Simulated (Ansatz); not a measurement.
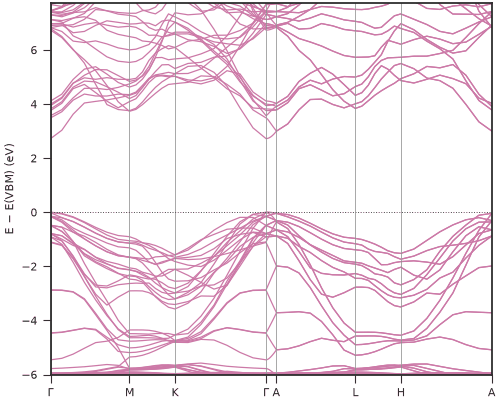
*Band structure from DFT-r²SCAN in the program Ansatz with PAW potentials*

Problem. Read off the gap and where the band edges lie.

Solution. About 2.7 eV (2.72 eV by a search for the band edges); maximum at Γ, minimum at Γ.

The material is ZnS in space group P6_3mc (No. 186; Pearson symbol hP16).

The first step of the workflow began from a Materials Project structure, measured or hypothetical. Its sites differ from those of the usual phase in this space group: another stacking or structure type. The r²SCAN relaxation kept the symmetry of its start; whether a distortion lowers the energy is not shown.

Potentials: the later of the program's two PAW sets.
